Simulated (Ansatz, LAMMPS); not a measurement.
# Elastic response of annealed Voronoi polycrystal of C with 5 % Si on C sites (3 grains at the start) (234 atoms): runs compared

How stiff is annealed Voronoi polycrystal of C with 5 % Si on C sites (3 grains at the start) (234 atoms)?

Computed with Ansatz 0.2.0: Kohn-Sham DFT, LDA, PAW (set soft_2), plane waves.

### Step 1. The cell as built

The cell holds 234 atoms: 222 C and 12 Si. Its edges and angles: a = 13.634 Å, b = 12.026 Å, c = 11.425 Å, α = 90.0°, β = 90.0°, γ = 90.0°. It derives from C (diamond C) and Si. 3 grains of diamond C (a = 3.566 Å), 5 % of C replaced at random by Si at random centres and orientations, cut by Voronoi cells in a periodic box, atoms closer than 1.11 Å removed; annealed 20 ps at 3040 K with the Tersoff potential (Tersoff, Phys. Rev. B 39, 5566 (1989)), cooled to 300 K. Minimised at fixed cell.

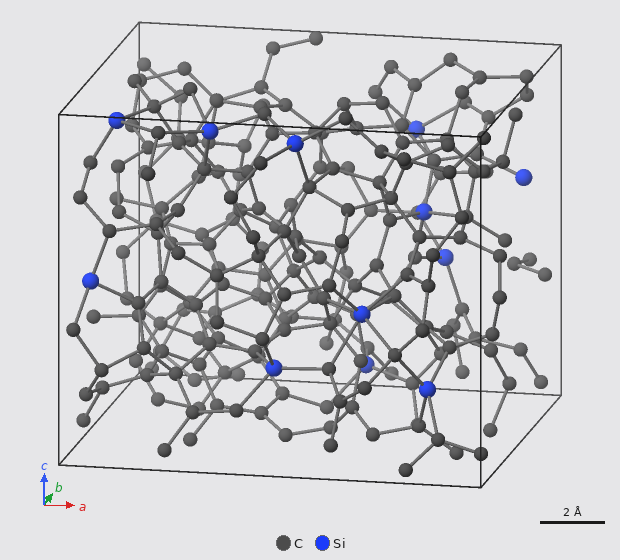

The cell as built. Some periodic images of atoms are drawn too.

Limits known from the start: The starting topology of bonds comes from the classical model, and needn't be the one that DFT or experiment would give. Only the Γ point is sampled.

### Step 2. The reference run

The reference is a single point at the end of the relaxation.

Every strained cell starts from the geometry of this run, and its atoms are relaxed with the cell held.

Its input, with most atom lines left out:

```yaml
crystal:
  lattice:
    - [13.43746, -0.05933, 0.06815]
    - [-0.05233, 11.56672, -0.10467]
    - [0.05711, -0.09944, 11.35613]
  atoms:
    - { symbol: C, position: [0.96871, 0.34474, 0.36337] }
    - { symbol: C, position: [0.04548, 0.13009, 0.155] }
    - { symbol: C, position: [0.66231, 0.3814, 0.49245] }
    - { symbol: C, position: [0.74264, 0.31426, 0.4286] }
    - { symbol: C, position: [0.6529, 0.22075, 0.70181] }
    - { symbol: C, position: [0.67596, 0.19013, 0.58856] }
    - { symbol: Si, position: [0.67758, 0.19007, 0.36535] }
    [... atom lines 8 to 234 left out ...]
kpoints:
  mp_grid: { grid: [1, 1, 1] }
hamiltonian:
  xc: lda
scf:
  occupations: { method: fermi_dirac, width: 0.025 }
output:
  forces: true
  stress: true
  populations: true
  dos:
    method: { smearing: { sigma: 0.15 } }
    de: 0.1
    projected: { site_lists: { C: [C], Si: [Si] } }
  eigenvalues: true
  write_density: true
  write_potential: true
  volumetric_format: npy
  elf: true
```

```
free energy per atom   : -261.0339 eV/atom
r.m.s. force component : 0.00413 eV/Å
pressure               : 0.003795 GPa
```

Counting bands leaves a spacing of only 0.073 eV (at Γ alone), which the smearing bridges: 3 levels are partly filled by over 2 %, so a gap, if any, is small at this level.

### Step 3. The runs

Each row is one run, on 4 threads of AMD EPYC 9R45, shared host. The free energy is the program's total, comparable only between runs with the same functional, potentials and atoms.

```tsv
run	atoms	outcome	ionic steps, all passes	free energy (eV)	time	host memory (GiB)
Single point at the start	234	converged	-	-61021.129	9.9 s	3.2
Cell and atoms relaxed	234	converged	56	-61081.935	11 min	3.4
Single point at the relaxed geometry	234	converged	-	-61081.935	24 s	3.1
Volume -3 %	234	converged	7	-61080.766	85 s	3.0
Volume +3 %	234	converged	8	-61080.857	1.9 min	3.2
Volume -6 %	234	converged	62	-61079.454	13 min	2.9
Volume +6 %	234	converged	49	-61081.047	11 min	3.2
Volume -10 %	234	cut at the time limit	33	-61070.963	6.4 min	2.9
```

In some runs the program notes that the SCF threshold is loose for the stress.

### Step 4. Pressure against volume

Atoms are relaxed at each volume, in the scaled cell.

```tsv
volume change (%)	volume (Å³/atom)	energy change (meV/atom)	pressure (GPa)	largest move on relaxing (Å)	bonds
-6	7.090	10.60	13.13	0.70	-
-3	7.316	4.99	7.25	0.09	-
+0	7.542	0.00	0.00	-	-
+3	7.768	4.61	-6.47	0.10	-
+6	7.995	3.79	-9.04	0.81	-
```

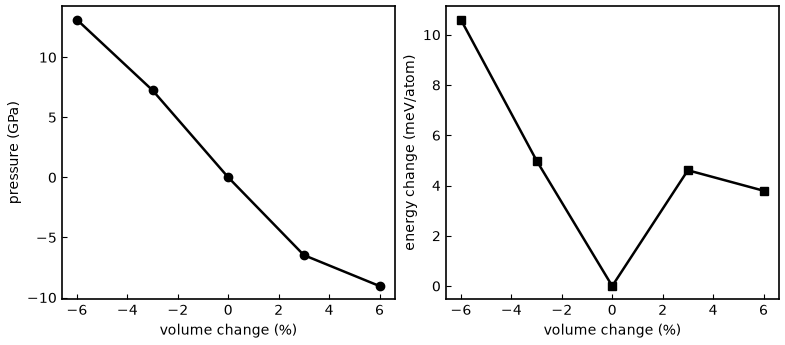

Pressure and energy against volume.

### Step 5. What came out

The bulk modulus, from the slope of pressure against ln V over the three points nearest the relaxed volume, is 229 GPa; between neighbouring points the slope runs 187, 238, 219 and 90 GPa from the smallest volume up, without a steady fall, so no pressure derivative is given. At -6 % and +6 % some atom moved by over 0.5 Å on relaxing, so those points may sit in another local minimum.

**Limits.** Strains are finite and relaxations stop at the force tolerance of the input, which can leave moduli too stiff; they are those of a static cell at zero temperature. Volumes are changed with the cell's shape held, so in an anisotropic solid the modulus lies over the one under free hydrostatic load. The program notes that the SCF threshold of the relaxations is loose for the stress.

The DFT runs together took 45 min of wall time.

[Logs are printed without paths, hosts, clocks, repeated set-up lines and the standing remarks that a program may print on its own settings, such as how far it seeks lower states.]

[Hosts, paths, dates, database ids (printed as entryN), source tags and the programs' standing remarks are cut or masked in the printed files.]
